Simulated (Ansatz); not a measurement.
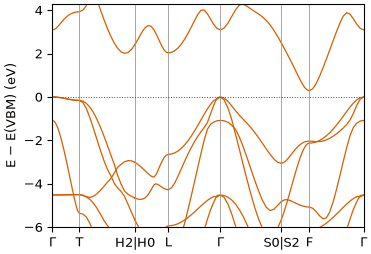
Fig. 1. Band structure from PBE (plane waves, PAW; program Ansatz)

### Question
Read off the gap and where the band edges lie.

### Answer
About 0.3 eV (0.29 eV by a search for the band edges); maximum at Γ, minimum at F.

### Question
Which compound is it?
A. SiBCN, R3m (B on 3a, N on 3a, Si on 3a, C on 3a)
B. AlZnInO4, R3m (Pearson symbol hR7)
C. ZnInGaO4, R3m (Pearson symbol hR7)
D. SiB12C2, R-3m (B on 18h, B on 18h, C on 6c, Si on 3b)

### Answer
A, SiBCN, R3m (B on 3a, N on 3a, Si on 3a, C on 3a)

The start of the workflow was typed in or built on a structure type; neither database checked (COD, Materials Project) lists it. Its standing as an ambient phase is unchecked. The PBE relaxation kept the symmetry of its start; whether a distortion lowers the energy is not shown. The volume moved by -18 % from the start of the relaxation.

Potentials: the earlier of the program's two PAW sets.
